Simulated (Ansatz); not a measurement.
**doublet BNH2O+: levels of theory compared**

Wanted: a comparison of 6 runs (U-r2SCAN/STO-3G, U-revPBE/STO-3G, U-wB97M-V/STO-3G, UB3LYP/STO-3G, UBHLYP/STO-3G, UCCSDT/STO-3G) of doublet BNH2O+. 

Program for the calculation: Ansatz 0.2.0.

59 further runs of the same task are left out: 4 that didn't finish, 55 set aside as unsound or not needed.

## 1. The structure to begin with

BNH2O+ has 5 atoms, charge +1, and is taken as a doublet. As SMILES of the parent species, `BN=O`. The shape is that of a GFN2-xTB optimisation. That shape belongs to the parent species and isn't relaxed for this state.

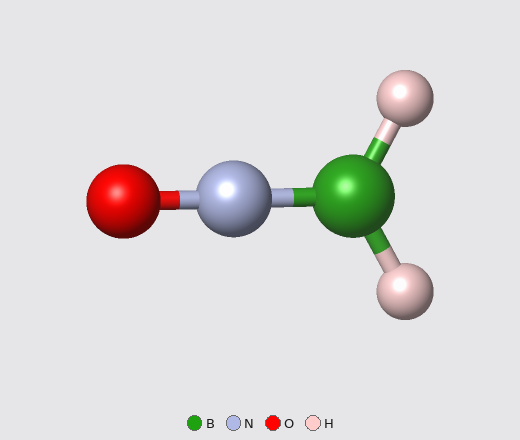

The structure, seen from a chosen angle (boron green, nitrogen light blue, oxygen red, hydrogen pink).

## 2. The energy at U-r2SCAN/STO-3G (run 1)

File in.yaml:

```yaml
crystal:
  periodic: [false, false, false]
  atoms:
    - {symbol: B, position_ang: [-0.303260, 0.384710, -0.206480]}
    - {symbol: N, position_ang: [0.435210, -0.552070, 0.296940]}
    - {symbol: O, position_ang: [1.113730, -1.415380, 0.760240]}
    - {symbol: H, position_ang: [-1.158940, 0.091910, -0.941520]}
    - {symbol: H, position_ang: [-0.086740, 1.490830, 0.090820]}
basis:
  gaussian:
    orbitals: STO-3G
total_charge: 1
magnetization:
  spin_polarized: true
  initial_magnetization: 1
hamiltonian:
  xc: {name: r2SCAN}
accuracy: high
```

Command:

```console
$ ansatz run in.yaml --threads 1 --pin off --max-ram 2610MiB --events-out events.jsonl --progress --plain --runs-dir runs
```

The log of the run:

```text
Warning: RAYON_NUM_THREADS=1 ignored (pool sized by the plan → 1); use --threads N
Functional definition: r2SCAN
  name "r2SCAN"
  parameter k0 = 0.174
  parameter k1 = 0.065
  parameter a1 = 4.9479
  exchange = r2scan_x(k0 = k0, k1 = k1, a1 = a1)
  correlation = r2scan_c
294 factors; integrals over basis functions are off by at most 2.9e-8 eV
mean field evaluation 1: about -4177.1136 eV, gradient 6.1e0 eV
mean field evaluation 2: about -4174.9034 eV, gradient 2.1e1 eV
mean field evaluation 4: about -4177.3544 eV, gradient 1.5e0 eV
mean field evaluation 8: about -4177.2930 eV, gradient 5.8e-2 eV
mean field evaluation 16: about -4177.2931 eV, gradient 1.1e-5 eV
mean field -4177.29314433 eV, -153.5126915833 hartree, gradient 3.0e-8 eV, S^2 0.757670; 0 other end points of the search recorded, 0 dependent functions left out
reference -4177.29314490 eV, -153.5126916042 hartree; 11, 10 occupied and 6, 7 virtual orbitals, 294 factors
Total energy: -4177.29314490 eV, -153.5126916042 hartree
```

Run time: 4.2 s. Hardware: 1 thread of Arm Neoverse V1, shared host; peak memory 0.21 GiB.

## 3. The energy at U-revPBE/STO-3G (run 2)

File job.yaml:

```yaml
crystal:
  periodic: [false, false, false]
  atoms:
    - symbol: B
      position_ang: [-0.303260, 0.384710, -0.206480]
    - symbol: "N"
      position_ang: [0.435210, -0.552070, 0.296940]
    - symbol: O
      position_ang: [1.113730, -1.415380, 0.760240]
    - symbol: H
      position_ang: [-1.158940, 0.091910, -0.941520]
    - symbol: H
      position_ang: [-0.086740, 1.490830, 0.090820]
basis:
  gaussian: {orbitals: STO-3G}
total_charge: 1
accuracy: high
magnetization: {spin_polarized: true, initial_magnetization: 1}
hamiltonian: {xc: {name: revPBE}}
```

Command:

```console
$ ansatz run job.yaml --threads 1 --pin off --max-ram 2610MiB --events-out events.jsonl --progress --plain --runs-dir runs
```

The log of the run:

```text
Warning: RAYON_NUM_THREADS=1 ignored (pool sized by the plan → 1); use --threads N
Functional definition: revPBE
  name "revPBE"
  parameter kappa = 1.245
  parameter beta = 0.06672455060314922
  exchange = pbe_x(kappa = kappa, mu = beta*pi^2/3)
  correlation = pbe_c(beta = beta)
294 factors; integrals over basis functions are off by at most 2.9e-8 eV
mean field evaluation 1: about -4178.2933 eV, gradient 5.5e0 eV
mean field evaluation 2: about -4176.4986 eV, gradient 1.8e1 eV
mean field evaluation 4: about -4178.4815 eV, gradient 1.9e0 eV
mean field evaluation 8: about -4178.4299 eV, gradient 2.7e-2 eV
mean field evaluation 16: about -4178.4299 eV, gradient 3.6e-6 eV
mean field -4178.42994407 eV, -153.5544682031 hartree, gradient 3.8e-8 eV, S^2 0.753351; 0 other end points of the search recorded, 0 dependent functions left out
reference -4178.42994593 eV, -153.5544682712 hartree; 11, 10 occupied and 6, 7 virtual orbitals, 294 factors
Total energy: -4178.42994593 eV, -153.5544682712 hartree
```

Run time: 1.6 s. Hardware: 1 thread of Arm Neoverse V1, shared host; peak memory 0.12 GiB.

Run 3 isn't shown in full; the table further down has it.

## 4. The energy at UB3LYP/STO-3G (run 4)

File input.yaml:

```yaml
crystal:
  periodic: [false, false, false]
  atoms:
    - {symbol: B, position_ang: [-0.303260, 0.384710, -0.206480]}
    - {symbol: N, position_ang: [0.435210, -0.552070, 0.296940]}
    - {symbol: O, position_ang: [1.113730, -1.415380, 0.760240]}
    - {symbol: H, position_ang: [-1.158940, 0.091910, -0.941520]}
    - {symbol: H, position_ang: [-0.086740, 1.490830, 0.090820]}
basis:
  gaussian:
    orbitals: STO-3G
total_charge: 1
magnetization:
  spin_polarized: true
  initial_magnetization: 1
hamiltonian:
  xc: {name: B3LYP}
accuracy: high
```

Command:

```console
$ ansatz run input.yaml --threads 1 --pin off --max-ram 2610MiB --events-out events.jsonl --progress --plain --runs-dir runs
```

The log of the run:

```text
Warning: RAYON_NUM_THREADS=1 ignored (pool sized by the plan → 1); use --threads N
Functional definition: B3LYP
  name "B3LYP"
  parameter a0 = 0.2
  parameter ax = 0.72
  parameter ac = 0.81
  exchange = (1 - a0 - ax)*slater_x + ax*b88_x + a0*exact_x
  correlation = (1 - ac)*vwn_rpa_c + ac*lyp_c
294 factors; integrals over basis functions are off by at most 2.9e-8 eV
mean field evaluation 1: about -4178.1343 eV, gradient 8.8e0 eV
mean field evaluation 2: about -4175.2941 eV, gradient 2.5e1 eV
mean field evaluation 4: about -4178.6663 eV, gradient 1.3e0 eV
mean field evaluation 8: about -4178.6276 eV, gradient 2.9e-2 eV
mean field evaluation 16: about -4178.6276 eV, gradient 1.3e-5 eV
mean field -4178.62763845 eV, -153.5617333377 hartree, gradient 1.2e-8 eV, S^2 0.756280; 0 other end points of the search recorded, 0 dependent functions left out
reference -4178.62766153 eV, -153.5617341858 hartree; 11, 10 occupied and 6, 7 virtual orbitals, 294 factors
Total energy: -4178.62766153 eV, -153.5617341858 hartree
```

It took 1.9 s on 1 thread of Arm Neoverse V1, shared host; peak memory 0.12 GiB.

Run 5 isn't shown in full; the table further down has it.

## 5. A single-point energy at UCCSDT/STO-3G (run 6)

File job.yaml:

```yaml
crystal:
  periodic: [false, false, false]
  atoms:
    - {symbol: B, position_ang: [-0.303260, 0.384710, -0.206480]}
    - {symbol: "N", position_ang: [0.435210, -0.552070, 0.296940]}
    - {symbol: O, position_ang: [1.113730, -1.415380, 0.760240]}
    - {symbol: H, position_ang: [-1.158940, 0.091910, -0.941520]}
    - {symbol: H, position_ang: [-0.086740, 1.490830, 0.090820]}
basis:
  gaussian:
    orbitals: STO-3G
total_charge: 1
magnetization:
  spin_polarized: true
  initial_magnetization: 1
correlation:
  method: ccsdt
  frozen_orbitals: {B: 1, H: 0, "N": 1, O: 1}
accuracy: high
scf:
  omitted_lower_state_checks: [cluster_reference, increment]
```

Command:

```console
$ ansatz run job.yaml --threads 1 --pin off --max-ram 2610MiB --events-out events.jsonl --progress --plain --runs-dir runs
```

The log of the run (excerpt; [...] marks lines left out):

```text
Warning: RAYON_NUM_THREADS=1 ignored (pool sized by the plan → 1); use --threads N
Functional definition: HF
  name "HF"
[...]
294 factors; integrals over basis functions are off by at most 2.9e-8 eV
[...]
mean field -4157.02204464 eV, -152.7677424099 hartree, gradient 2.1e-8 eV, S^2 0.949225; 5 other end points of the search recorded, 0 dependent functions left out
3 core orbitals not correlated: weight in the atoms' cores, before any rotation towards them, 1.000 or more for the frozen orbitals, at most 0.000 for the correlated occupied ones
reference -4157.02204464 eV, -152.7677424099 hartree; 8, 7 occupied and 6, 7 virtual orbitals, 294 factors
second order -3.95090716 eV of doubles, -0.00000000 eV of singles
cycle   1  -4.36729741 eV  change   -4.2e-1 eV  update   1.1e-1
[...]
cycle  35  -5.39842784 eV  change  -3.6e-10 eV  update  3.9e-10
Total energy: -4162.42047248 eV, -152.9661309739 hartree
Checks for a lower state left out: cluster_reference, increment
```

It took 1.4 s on 1 thread of Arm Neoverse V1, shared host.

## 6. All runs side by side

| run | level | frozen core orbitals | energy (Eh) | ⟨S²⟩ | wall time |
| --- | --- | --- | --- | --- | --- |
| 1 | U-r2SCAN/STO-3G | – | -153.512692 | 0.758 | 4.2 s |
| 2 | U-revPBE/STO-3G | – | -153.554468 | 0.753 | 1.6 s |
| 3 | U-wB97M-V/STO-3G | – | -153.558627 | 0.759 | 23 s |
| 4 | UB3LYP/STO-3G | – | -153.561734 | 0.756 | 1.9 s |
| 5 | UBHLYP/STO-3G | – | -153.485469 | 0.770 | 1.8 s |
| 6 | UCCSDT/STO-3G | 3 | -152.966131 | 0.949 | 1.4 s |

## 7. Results

```
                                          quantity          value
                               run 6: total energy  -152.96613 Eh
run 6: correlation energy (3 core orbitals frozen)     -198.4 mEh
          run 6: ⟨S²⟩ of the reference determinant          0.949
                              run 6: T1 diagnostic          0.057
```

In words: Totals of different functionals can't be ranked against each other. In runs 1, 2, 3, 4, 5, 6 the basis is minimal, so the values are rough. Spin contamination of the reference: run 6 ⟨S²⟩ = 0.95. All runs together took 33 s, the longest 23 s.
